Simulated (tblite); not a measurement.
## Run report: C$_{2}$H$_{11}$O$_{2}$Si$_{3}$, geometry relaxation (part 3 of 3)

Continued. System: C$_{2}$H$_{11}$O$_{2}$Si$_{3}$, multiplicity 2. Method: GFN2-xTB geometry optimisation, gas phase (tblite 0.8.0). It belongs to a series of runs on one base structure; here: H removed from sp3 C.

Geometry of the input (Å):
```
C  3.4849  -0.6717  -0.3399
C  2.1994  0.0412  -0.6461
O  1.1573  -0.8014  -0.1887
Si -0.4195  -0.2889  -0.4633
Si -1.9234  -1.9274  0.2807
O  -0.6766  1.1547  0.3012
Si -1.8915  2.2526  0.5297
H  4.4014  -0.3439  -0.8086
H  3.5287  -1.3938  0.4685
H  2.1322  0.2115  -1.7123
H  2.1911  0.9935  -0.1060
H  -0.5956  -0.0911  -1.9129
H  -3.3215  -1.4738  0.0125
H  -1.7034  -3.2159  -0.4433
H  -1.7964  -2.1491  1.7410
H  -1.3885  3.4024  1.3290
H  -2.9989  1.5954  1.2699
H  -2.3885  2.7119  -0.7832
```

Trajectory as extended XYZ, continued
```
18
Properties=species:S:1:pos:R:3:forces:R:3 step=169 energy=-633.40521
C     3.1258   -0.3123    0.0729   -0.0030  -0.0250   0.0100
C     1.9332    0.1497   -0.6439    0.0030  -0.0010   0.0050
O     0.8541   -0.7207   -0.4639   -0.0060  -0.0030  -0.0090
Si   -0.6909   -0.4928   -0.9064   -0.0020   0.0030   0.0000
Si   -1.8060   -2.1109    0.2556    0.0080   0.0000   0.0070
O    -1.1740    1.0122   -0.4914    0.0120   0.0110   0.0090
Si   -1.4478    2.2382    0.5247   -0.0040  -0.0130   0.0060
H     4.0386    0.2418   -0.0057    0.0060   0.0030   0.0050
H     3.0812   -1.2049    0.6620    0.0020   0.0160  -0.0050
H     2.1432    0.2548   -1.7248   -0.0070  -0.0040  -0.0040
H     1.6375    1.1617   -0.3065    0.0000   0.0120  -0.0080
H    -0.8026   -0.3725   -2.3660    0.0080   0.0010  -0.0110
H    -3.2475   -1.8303    0.2526   -0.0110  -0.0110   0.0070
H    -1.6536   -3.4376   -0.3525    0.0010   0.0080  -0.0140
H    -1.4379   -2.2761    1.6688    0.0010   0.0100   0.0080
H    -0.2030    2.5631    1.2281   -0.0080  -0.0080  -0.0090
H    -2.4805    1.8113    1.4664   -0.0050   0.0010   0.0100
H    -1.8786    3.3317   -0.3415    0.0060   0.0010  -0.0060
18
Properties=species:S:1:pos:R:3:forces:R:3 step=178 energy=-633.40585
C     3.1105   -0.2950    0.0870    0.0050  -0.0080   0.0020
C     1.9245    0.1492   -0.6518   -0.0010  -0.0050   0.0050
O     0.8413   -0.7127   -0.4558   -0.0010  -0.0130  -0.0030
Si   -0.7013   -0.4905   -0.9094   -0.0020  -0.0020   0.0040
Si   -1.8062   -2.1184    0.2505    0.0080   0.0000   0.0000
O    -1.1908    1.0140   -0.4992   -0.0050  -0.0010  -0.0010
Si   -1.4337    2.2354    0.5300    0.0070  -0.0020   0.0120
H     4.0281    0.2486   -0.0091    0.0020   0.0030   0.0040
H     3.0577   -1.1626    0.7109   -0.0050   0.0020   0.0010
H     2.1415    0.2212   -1.7335    0.0050   0.0010  -0.0110
H     1.6296    1.1718   -0.3466   -0.0020   0.0100  -0.0050
H    -0.7998   -0.3734   -2.3704   -0.0030   0.0040  -0.0030
H    -3.2520   -1.8581    0.2558   -0.0010   0.0000   0.0050
H    -1.6444   -3.4386   -0.3709    0.0040   0.0120   0.0030
H    -1.4294   -2.2838    1.6621   -0.0030   0.0020  -0.0060
H    -0.1763    2.5272    1.2242    0.0000  -0.0020   0.0100
H    -2.4678    1.8244    1.4779    0.0000   0.0000  -0.0040
H    -1.8402    3.3478   -0.3233   -0.0060  -0.0020  -0.0120
18
Properties=species:S:1:pos:R:3:forces:R:3 step=187 energy=-633.40622
C     3.0956   -0.2815    0.0979    0.0110   0.0020  -0.0010
C     1.9184    0.1491   -0.6632    0.0060  -0.0090   0.0080
O     0.8364   -0.7148   -0.4680   -0.0010  -0.0090  -0.0090
Si   -0.7078   -0.4918   -0.9156   -0.0040   0.0050   0.0000
Si   -1.8043   -2.1230    0.2457   -0.0010  -0.0030   0.0020
O    -1.1959    1.0106   -0.4975   -0.0010   0.0040   0.0060
Si   -1.4172    2.2318    0.5368   -0.0010  -0.0020   0.0010
H     4.0231    0.2413   -0.0185   -0.0060   0.0020   0.0020
H     3.0243   -1.1134    0.7671   -0.0070   0.0010  -0.0030
H     2.1492    0.2074   -1.7428    0.0040   0.0020   0.0050
H     1.6145    1.1745   -0.3740    0.0020   0.0010  -0.0110
H    -0.8134   -0.3677   -2.3757   -0.0010   0.0000  -0.0020
H    -3.2520   -1.8728    0.2606    0.0050   0.0000  -0.0040
H    -1.6315   -3.4388   -0.3808   -0.0050  -0.0010   0.0030
H    -1.4230   -2.2890    1.6554    0.0040   0.0000   0.0040
H    -0.1577    2.5000    1.2370   -0.0020   0.0030  -0.0010
H    -2.4584    1.8369    1.4830   -0.0080  -0.0070   0.0010
H    -1.8089    3.3475   -0.3191    0.0030   0.0100  -0.0010
18
Properties=species:S:1:pos:R:3:forces:R:3 step=195 energy=-633.40657
C     3.0674   -0.2511    0.1205   -0.0010   0.0080   0.0010
C     1.9095    0.1500   -0.6844    0.0040  -0.0090  -0.0010
O     0.8303   -0.7198   -0.4995    0.0010  -0.0080   0.0100
Si   -0.7194   -0.4966   -0.9262    0.0030   0.0040  -0.0040
Si   -1.8004   -2.1352    0.2389   -0.0020  -0.0020  -0.0030
O    -1.2068    1.0010   -0.4901    0.0090  -0.0100  -0.0090
Si   -1.3895    2.2237    0.5492   -0.0100   0.0030   0.0050
H     4.0072    0.2436   -0.0151    0.0050   0.0090   0.0000
H     2.9658   -1.0303    0.8459    0.0020  -0.0180   0.0150
H     2.1722    0.1835   -1.7563    0.0040   0.0020  -0.0220
H     1.5871    1.1792   -0.4300   -0.0020   0.0060  -0.0020
H    -0.8391   -0.3645   -2.3839   -0.0110   0.0060  -0.0100
H    -3.2486   -1.8891    0.2601    0.0010  -0.0030   0.0020
H    -1.6276   -3.4516   -0.3862   -0.0010   0.0030   0.0020
H    -1.4074   -2.2964    1.6457   -0.0010  -0.0040   0.0090
H    -0.1237    2.4515    1.2516    0.0020   0.0030   0.0080
H    -2.4441    1.8525    1.4907   -0.0020   0.0010  -0.0040
H    -1.7415    3.3561   -0.3025   -0.0020   0.0080   0.0030
18
Properties=species:S:1:pos:R:3:forces:R:3 step=204 energy=-633.40723
C     3.0375   -0.2282    0.1430   -0.0010   0.0090  -0.0010
C     1.9073    0.1384   -0.7168    0.0050  -0.0010   0.0060
O     0.8259   -0.7307   -0.5379    0.0000   0.0000  -0.0020
Si   -0.7293   -0.4951   -0.9378    0.0010   0.0030   0.0000
Si   -1.7885   -2.1423    0.2369    0.0000   0.0030  -0.0070
O    -1.1990    1.0024   -0.4823    0.0090  -0.0020  -0.0080
Si   -1.3707    2.2209    0.5639   -0.0040   0.0060   0.0060
H     3.9898    0.2423    0.0045   -0.0140   0.0000  -0.0040
H     2.8977   -0.9457    0.9244    0.0060  -0.0080   0.0010
H     2.2048    0.1372   -1.7800    0.0070  -0.0040   0.0000
H     1.5702    1.1733   -0.5063    0.0040   0.0060  -0.0060
H    -0.8794   -0.3473   -2.3921   -0.0030  -0.0040   0.0040
H    -3.2385   -1.9100    0.2677   -0.0050  -0.0010   0.0010
H    -1.6063   -3.4549   -0.3929   -0.0030  -0.0050   0.0010
H    -1.3877   -2.3062    1.6419    0.0020   0.0040   0.0000
H    -0.1113    2.4193    1.2856    0.0080  -0.0060   0.0120
H    -2.4474    1.8602    1.4837   -0.0050   0.0040   0.0010
H    -1.6837    3.3729   -0.2772   -0.0070  -0.0030  -0.0050
18
Properties=species:S:1:pos:R:3:forces:R:3 step=213 energy=-633.40809
C     3.0221   -0.2000    0.1592   -0.0130   0.0160  -0.0120
C     1.9136    0.1219   -0.7462    0.0040  -0.0040   0.0090
O     0.8299   -0.7428   -0.5607    0.0000  -0.0040   0.0030
Si   -0.7298   -0.4944   -0.9350    0.0000  -0.0020  -0.0100
Si   -1.7906   -2.1451    0.2340    0.0020   0.0090   0.0020
O    -1.1756    1.0059   -0.4660   -0.0040  -0.0060   0.0030
Si   -1.3624    2.2204    0.5828   -0.0020   0.0010  -0.0040
H     3.9706    0.2789    0.0285    0.0090   0.0080   0.0000
H     2.8755   -0.8995    0.9548   -0.0070  -0.0180   0.0120
H     2.2434    0.0695   -1.7988   -0.0070   0.0040  -0.0080
H     1.5700    1.1648   -0.5946    0.0090  -0.0030  -0.0030
H    -0.9026   -0.3395   -2.3860    0.0010  -0.0010   0.0000
H    -3.2409   -1.9130    0.2681    0.0030   0.0010  -0.0030
H    -1.6116   -3.4590   -0.3952   -0.0010   0.0080   0.0030
H    -1.3880   -2.3069    1.6385    0.0010  -0.0030   0.0040
H    -0.1177    2.4009    1.3346   -0.0030  -0.0040   0.0030
H    -2.4663    1.8682    1.4743    0.0050   0.0010  -0.0060
H    -1.6484    3.3760   -0.2641    0.0010  -0.0030   0.0060
18
Properties=species:S:1:pos:R:3:forces:R:3 step=222 energy=-633.40853
C     3.0102   -0.1755    0.1686    0.0190   0.0020   0.0110
C     1.9130    0.1150   -0.7604    0.0020  -0.0020   0.0030
O     0.8301   -0.7482   -0.5681    0.0070  -0.0090   0.0060
Si   -0.7304   -0.4987   -0.9385    0.0010  -0.0030   0.0080
Si   -1.7953   -2.1400    0.2387    0.0010   0.0000   0.0080
O    -1.1749    1.0000   -0.4644    0.0020   0.0120  -0.0120
Si   -1.3500    2.2122    0.5893   -0.0030  -0.0070   0.0050
H     3.9437    0.3401    0.0656   -0.0170  -0.0030   0.0000
H     2.8759   -0.8981    0.9461   -0.0070  -0.0030   0.0000
H     2.2578    0.0319   -1.8069   -0.0060   0.0060  -0.0160
H     1.5671    1.1608   -0.6451    0.0050   0.0070  -0.0010
H    -0.9042   -0.3447   -2.3894   -0.0050   0.0020   0.0010
H    -3.2445   -1.9015    0.2692    0.0010   0.0040   0.0050
H    -1.6242   -3.4539   -0.3903    0.0030  -0.0130  -0.0040
H    -1.3942   -2.3081    1.6438   -0.0020   0.0090  -0.0110
H    -0.1088    2.3712    1.3519   -0.0050  -0.0040  -0.0020
H    -2.4649    1.8658    1.4690    0.0020   0.0070  -0.0020
H    -1.6151    3.3779   -0.2506    0.0020  -0.0060   0.0030
18
Properties=species:S:1:pos:R:3:forces:R:3 step=231 energy=-633.40911
C     2.9761   -0.1474    0.1883    0.0010  -0.0030   0.0060
C     1.9050    0.1158   -0.7786   -0.0010   0.0010   0.0000
O     0.8275   -0.7577   -0.6039    0.0010   0.0020   0.0000
Si   -0.7371   -0.5056   -0.9563    0.0000  -0.0020   0.0000
Si   -1.7929   -2.1352    0.2449   -0.0020   0.0010   0.0010
O    -1.1681    0.9998   -0.4892    0.0010   0.0030   0.0000
Si   -1.3189    2.1910    0.5919    0.0010  -0.0030   0.0060
H     3.8816    0.4227    0.1453    0.0010   0.0010  -0.0020
H     2.8464   -0.9025    0.9352    0.0010   0.0000   0.0010
H     2.2796    0.0177   -1.8147   -0.0050   0.0000  -0.0040
H     1.5480    1.1601   -0.6921    0.0020   0.0020   0.0000
H    -0.9324   -0.3563   -2.4046    0.0010  -0.0010  -0.0060
H    -3.2409   -1.8914    0.2903    0.0020   0.0000   0.0040
H    -1.6315   -3.4553   -0.3749    0.0020  -0.0040   0.0040
H    -1.3750   -2.2866    1.6467   -0.0030   0.0000  -0.0070
H    -0.0789    2.3034    1.3642    0.0000   0.0000   0.0000
H    -2.4446    1.8552    1.4616   -0.0040   0.0000  -0.0020
H    -1.5526    3.3785   -0.2256    0.0020   0.0020  -0.0010
```

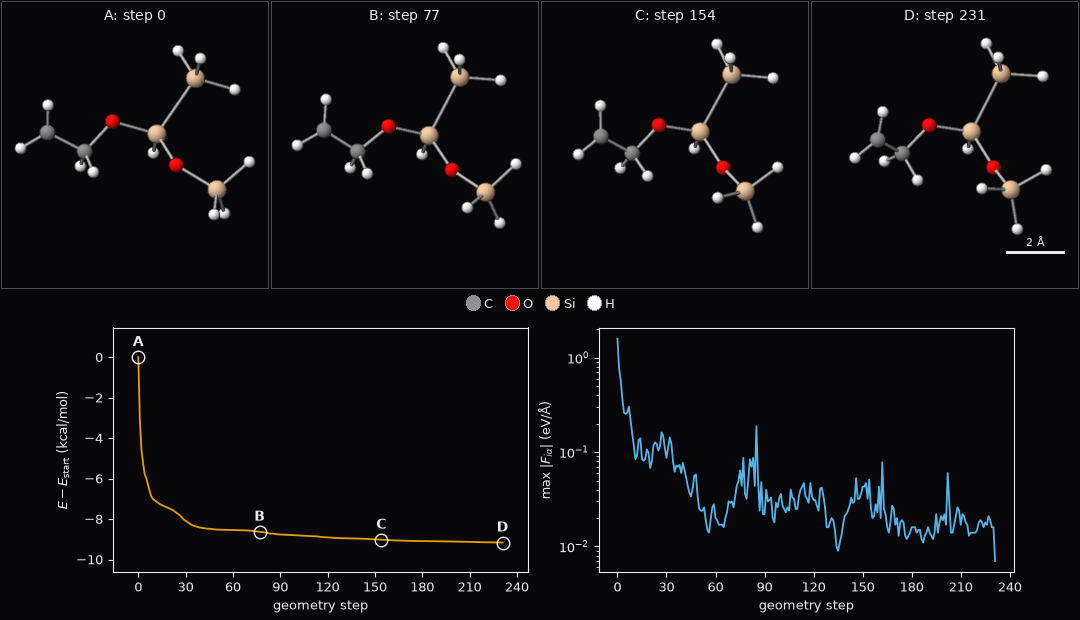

Fig. 1: Frames of the relaxation (ball-and-stick view, seen at a tilt) above the curves, on which the letters mark them (steps are counted from 0).

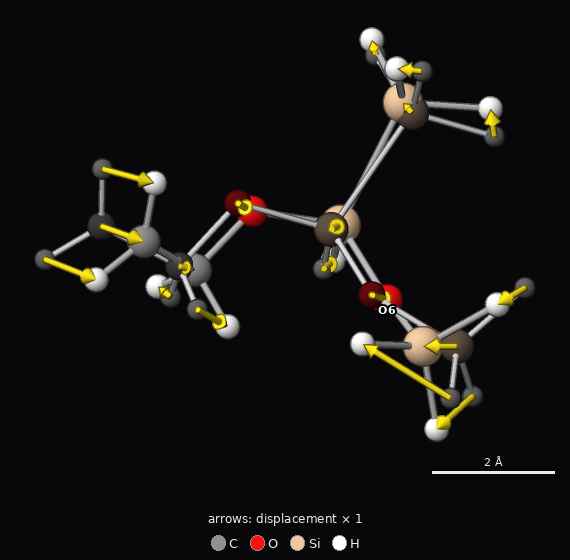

Fig. 2: Start (faint) and end (solid) with the displacements as yellow arrows, at true length (ball-and-stick view, seen at a tilt). The two geometries are laid on each other by the best rigid fit. After 231 geometry steps the energy has fallen by 9.16 kcal/mol. The largest force component goes from 1.6 to 0.007 eV/Å. H16 moves most after the best rigid fit: 1.71 Å. By element the largest moves are H 1.71 Å, O 0.95 Å, C 0.90 Å, Si 0.62 Å. Distances before and after: Si4–Si5 2.345 → 2.283 Å, O3–Si4 1.681 → 1.623 Å, O6–Si7 1.653 → 1.616 Å, C1–C2 1.501 → 1.467 Å. Among the angles that change: Si4–O6–Si7 139.3° → 153.5°, Si5–Si4–H12 109.2° → 122.0°, C2–O3–Si4 117.1° → 128.2°. (Atoms are counted from 1 in the order of the input.)
